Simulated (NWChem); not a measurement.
# Si2NH6 (SMILES N[SiH][SiH3]): UHF/6-31G(d) (spherical functions)

We compute a geometry optimisation of Si2NH6. 

The results are computed with NWChem 7.3.0.

### 1 The molecule

The species is Si2NH6 (9 atoms), meant as a doublet with charge 0. SMILES: `N[SiH][SiH3]`. The coordinates come from a PBE0-D4/def2-TZVP relaxation. This is one conformer, not always the lowest. The run starts from this shape.

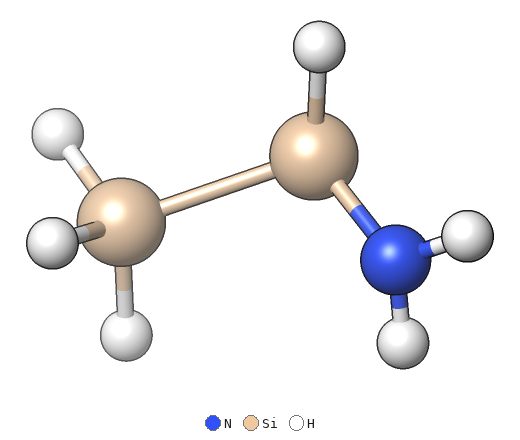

Viewed from a chosen angle; nitrogen blue, silicon light orange, hydrogen white.

### 2 A geometry optimisation at UHF/6-31G(d) (spherical functions)

h6nsi2.nw

```
echo
start h6nsi2
memory stack 880 mb heap 220 mb global 1100 mb
charge 0

geometry units angstroms
 N    -0.800100    0.840300   -1.401300
 Si   -0.412600    0.902100    0.278900
 Si    0.627800   -1.077000    0.962500
 H    -1.356700    0.089900   -1.777700
 H    -0.920900    1.689300   -1.930000
 H     0.461600    2.102100    0.448200
 H     1.938500   -1.353900    0.307200
 H    -0.282400   -2.217000    0.659800
 H     0.833300   -1.021900    2.435300
end

basis spherical bse
 * library 6-31G*
end

scf
 doublet
 uhf
 thresh 1e-07
 maxiter 80
 print low
end

driver
 maxiter 60
end

freq
 temp 2 298.15 500
end

task scf optimize
task scf frequencies
```

Launch:

```
$ nwchem h6nsi2.nw > h6nsi2.out
```

The log of the run:

```text
[...]
  functions       =    62
[...]
  wavefunction    = UHF
[...]
         Total SCF energy =   -635.742800295764
[...]
@    0    -635.74280030  0.0D+00  0.00888  0.00293  0.00000  0.00000      7.3
[...]
         Total SCF energy =   -635.743178809616
[...]
@    1    -635.74317881 -3.8D-04  0.00412  0.00132  0.01247  0.03270     14.1
[...]
@   11    -635.74335075 -1.3D-06  0.00010  0.00003  0.00496  0.01383    119.4
[...]
         Total SCF energy =   -635.743351017063
[...]
@   12    -635.74335102 -2.7D-07  0.00003  0.00001  0.00097  0.00344    128.6
[...]
         Total SCF energy =   -635.743351035774
[...]
         Total SCF energy =   -635.743351035774
[...]
                         UHF ENERGY GRADIENTS
    atom               coordinates                        gradient
                 x          y          z           x          y          z
   1 N      -1.338544  -3.421720   0.087405   -0.000009  -0.000006  -0.000001
   2 Si      1.126819  -1.282114  -0.198447   -0.000009   0.000021   0.000003
   3 Si     -0.305768   2.919041   0.009412    0.000002  -0.000017  -0.000026
   4 H      -2.727126  -3.474102  -1.188033    0.000001   0.000005  -0.000002
   5 H      -1.027933  -5.131591   0.821916    0.000002   0.000001   0.000003
   6 H       2.902288  -1.852164   1.891923    0.000008  -0.000007   0.000006
   7 H      -1.441333   3.572396   2.480013    0.000001  -0.000007   0.000007
   8 H      -2.228947   3.363312  -1.971896    0.000007  -0.000001   0.000007
   9 H       1.843165   4.645822  -0.452894   -0.000004   0.000010   0.000001
[...]
@   13    -635.74335104 -1.9D-08  0.00002  0.00001  0.00028  0.00081    133.8
[...]
      Optimization converged
[...]
@   13    -635.74335104 -1.9D-08  0.00002  0.00001  0.00028  0.00081    133.8
[...]
         Total SCF energy =   -635.743351035774
      One electron energy =  -1163.925643593135
      Two electron energy =    385.677125519398
 Nuclear repulsion energy =    142.505167037964
                       Sz =      0.5000
                 Sz(Sz+1) =      0.7500
                      S^2 =      0.7575
[...]
 Zero-Point correction to Energy  =   39.404 kcal/mol  (  0.062794 au)
 Thermal correction to Energy     =   48.128 kcal/mol  (  0.076696 au)
 Thermal correction to Enthalpy   =   49.121 kcal/mol  (  0.078279 au)
 Total Entropy                    =   89.365 cal/mol-K
   - Translational                =   41.450 cal/mol-K (mol. weight =  76.0039)
   - Rotational                   =   26.660 cal/mol-K (symmetry #  =        1)
   - Vibrational                  =   21.255 cal/mol-K
 Cv (constant volume heat capacity) =   27.458 cal/mol-K
   - Translational                  =    2.979 cal/mol-K
   - Rotational                     =    2.979 cal/mol-K
   - Vibrational                    =   21.500 cal/mol-K
[...]
```

It took 2.4 min on 1 thread of AMD EPYC 9B45 (Zen 5), shared host; peak memory 0.15 GiB.

The path in brief:

```tsv
step	energy from the first frame kept (eV)
0	0.0000
1	-0.0103
2	-0.0131
3	-0.0138
4	-0.0141
5	-0.0143
6	-0.0146
7	-0.0147
8	-0.0148
9	-0.0149
10	-0.0149
11	-0.0150
12	-0.0150
13	-0.0150
```

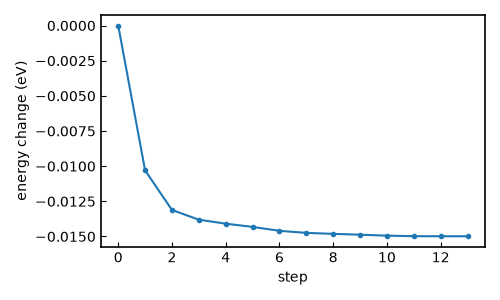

Energy along the run.

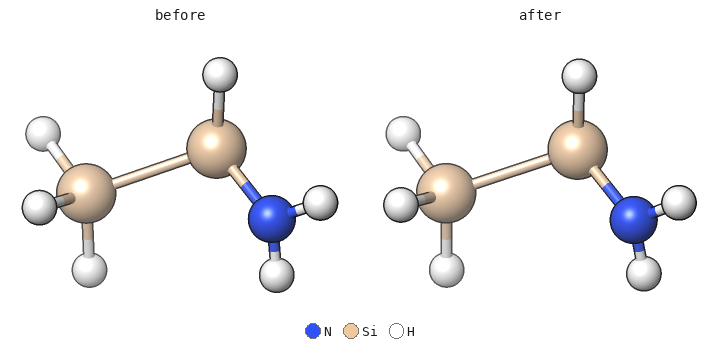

Before and after, at one scale.

After the run. Bond lengths: N1–Si2 1.734 Å, Si2–Si3 2.351 Å, N1–H4 0.998 Å, N1–H5 0.998 Å, Si2–H6 1.482 Å, Si3–H7 1.480 Å, Si3–H8 1.480 Å, Si3–H9 1.479 Å. Some angles: N1–Si2–Si3 111.8°, N1–Si2–H6 106.2°, Si3–Si2–H6 111.2°, Si2–N1–H4 120.9°, Si2–N1–H5 120.1°, Si2–Si3–H7 113.1°, Si2–Si3–H8 109.8°, Si2–Si3–H9 109.2°, H4–N1–H5 111.1°, H7–Si3–H8 108.0°.

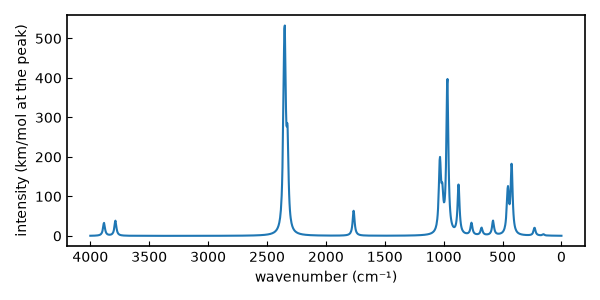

Harmonic infrared spectrum, unscaled, lines broadened by 10 cm⁻¹.

### 3 Results

At UHF/6-31G* (spherical functions):

| quantity | value |
| --- | --- |
| total energy at the end | -635.74335 Eh |
| ⟨S²⟩ | 0.757 |
| lowest harmonic wavenumber | 101 cm⁻¹ |
| highest harmonic wavenumber | 3884 cm⁻¹ |
| zero-point energy | 164.9 kJ/mol |

In words: At the final geometry: Bond lengths: N1–Si2 1.734 Å, Si2–Si3 2.351 Å, N1–H4 0.998 Å, N1–H5 0.998 Å, Si2–H6 1.482 Å, Si3–H7 1.480 Å, Si3–H8 1.480 Å, Si3–H9 1.479 Å. Some angles: N1–Si2–Si3 111.8°, N1–Si2–H6 106.2°, Si3–Si2–H6 111.2°, Si2–N1–H4 120.9°, Si2–N1–H5 120.1°, Si2–Si3–H7 113.1°, Si2–Si3–H8 109.8°, Si2–Si3–H9 109.2°, H4–N1–H5 111.1°, H7–Si3–H8 108.0°. All 21 modes are real, so the shape is a minimum at this level. The optimisation took 14 steps and changed the energy by -0.015 eV.
